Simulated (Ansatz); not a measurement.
**CCSDT(Q)/STO-3G run of SiH2SO (SMILES O[Si]S)**

What is the energy change on altering one bond length of SiH2SO at CCSDT(Q)/STO-3G? 

The results are computed with Ansatz 0.2.0.

75 further runs of the same task are left out: 3 that didn't finish, 72 set aside as unsound or not needed.

### Step 1. Starting point

The species is SiH2SO (5 atoms), meant as a singlet with charge 0. As SMILES, `O[Si]S`. The coordinates come from a PBE0-D4/def2-TZVP relaxation. This is one conformer, not always the lowest.

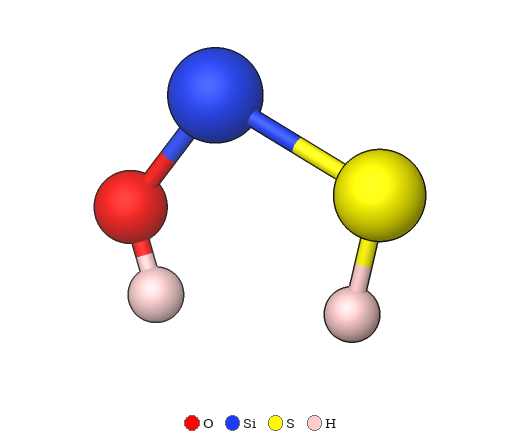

Viewed from a chosen angle; oxygen red, silicon blue, sulfur yellow, hydrogen pink.

### Step 2. The energy at CCSDT(Q)/STO-3G

run.yaml

```yaml
basis:
  gaussian:
    orbitals: STO-3G
crystal:
  periodic: [false, false, false]
  atoms:
    - {symbol: O, position_ang: [-1.194700, -0.658900, -0.325800]}
    - {symbol: Si, position_ang: [-0.956800, 0.951300, -0.079500]}
    - {symbol: S, position_ang: [1.167700, 1.118600, 0.360300]}
    - {symbol: H, position_ang: [-0.489400, -1.308100, -0.267200]}
    - {symbol: H, position_ang: [1.523000, -0.176500, 0.270700]}
correlation:
  method: ccsdt_q
  frozen_orbitals: {H: 0, O: 1, S: 5, Si: 5}
accuracy: high
scf:
  omitted_lower_state_checks: [cluster_reference, increment]
```

On the command line:

```console
$ ansatz run run.yaml --threads 1 --pin off --max-ram 2610MiB --events-out events.jsonl --progress --plain --runs-dir runs
```

Standard output (excerpt; [...] marks lines left out):

```text
Warning: RAYON_NUM_THREADS=1 ignored (pool sized by the plan → 1); use --threads N
Functional definition: HF
  name "HF"
[...]
459 factors; integrals over basis functions are off by at most 3.2e-8 eV
[...]
mean field -20511.22784832 eV, -753.7737204162 hartree, gradient 5.3e-8 eV, S^2 0.000000; 0 other end points of the search recorded, 0 dependent functions left out
11 core orbitals not correlated: weight in the atoms' cores, before any rotation towards them, 1.000 or more for the frozen orbitals, at most 0.000 for the correlated occupied ones
reference -20511.22784832 eV, -753.7737204162 hartree; 9, 9 occupied and 5, 5 virtual orbitals, 459 factors
second order -2.59418213 eV of doubles, -0.00000000 eV of singles
cycle   1  -2.94594794 eV  change   -3.5e-1 eV  update   1.1e-1
[...]
cycle  25  -3.45115690 eV  change   -1.7e-9 eV  update   1.4e-9
perturbative correction -0.00354185 eV, -0.0001301607 hartree
Total energy: -20514.68254707 eV, -753.9006782537 hartree
Checks for a lower state left out: cluster_reference, increment
```

It took 0.38 s on 1 thread of Arm Neoverse V2, shared host.

### Step 3. The distorted shape, same level

job.yaml

```yaml
crystal:
  periodic: [false, false, false]
  atoms:
    - {symbol: O, position_ang: [-1.725843, -0.700726, -0.435754]}
    - {symbol: Si, position_ang: [-1.487943, 0.909474, -0.189454]}
    - {symbol: S, position_ang: [1.167700, 1.118600, 0.360300]}
    - {symbol: H, position_ang: [-1.020543, -1.349926, -0.377154]}
    - {symbol: H, position_ang: [1.523000, -0.176500, 0.270700]}
basis:
  gaussian:
    orbitals: STO-3G
correlation:
  method: ccsdt_q
  frozen_orbitals: {H: 0, O: 1, S: 5, Si: 5}
accuracy: high
scf:
  omitted_lower_state_checks: [cluster_reference, increment]
```

On the command line:

```console
$ ansatz run job.yaml --threads 1 --pin off --max-ram 2610MiB --events-out events.jsonl --progress --plain --runs-dir runs
```

Standard output (excerpt; [...] marks lines left out):

```text
Warning: RAYON_NUM_THREADS=1 ignored (pool sized by the plan → 1); use --threads N
[... 2 set-up lines as earlier in the session ...]
[...]
443 factors; integrals over basis functions are off by at most 3.2e-8 eV
[...]
mean field -20509.14364839 eV, -753.6971274814 hartree, gradient 1.5e-8 eV, S^2 0.000000; 0 other end points of the search recorded, 0 dependent functions left out; unrestricted orbitals would lower it
11 core orbitals not correlated: weight in the atoms' cores, before any rotation towards them, 1.000 or more for the frozen orbitals, at most 0.000 for the correlated occupied ones
reference -20509.14364839 eV, -753.6971274814 hartree; 9, 9 occupied and 5, 5 virtual orbitals, 443 factors
second order -2.90715306 eV of doubles, -0.00000000 eV of singles
cycle   1  -3.28727574 eV  change   -3.8e-1 eV  update   1.4e-1
[...]
cycle  30  -3.96068721 eV  change    1.2e-9 eV  update   1.4e-9
perturbative correction -0.00873734 eV, -0.0003210912 hartree
Total energy: -20513.11307294 eV, -753.8430011430 hartree
Checks for a lower state left out: cluster_reference, increment
```

Wall time 0.4 s (1 thread of Arm Neoverse V2, shared host).

### Step 4. What came out

Level: CCSDT(Q)/STO-3G, 11 core orbitals frozen.

| quantity | value |
| --- | --- |
| first shape: total energy | -753.90068 Eh |
| first shape: correlation energy (11 core orbitals frozen) | -127.0 mEh |
| first shape: T1 diagnostic | 0.021 |
| distorted shape: total energy | -753.84300 Eh |
| distorted shape: correlation energy (11 core orbitals frozen) | -145.9 mEh |
| distorted shape: T1 diagnostic | 0.027 |
| energy change with the Si2–S3 bond stretched from 2.176 to 2.720 Å | 1.569 eV |

With the Si2–S3 bond stretched from 2.176 to 2.720 Å the energy rises by 1.57 eV (151 kJ/mol). The first shape isn't relaxed at this level, so the change isn't measured from a minimum. The minimal basis adds a large error of its own. The T1 diagnostic (first shape) of 0.021 is above the customary mark for such species, so a single reference may not serve. The T1 diagnostic (distorted shape) of 0.027 is above the customary mark for such species, so a single reference may not serve. The restricted solution (distorted shape) is unstable to spin breaking: an unrestricted one lies lower.
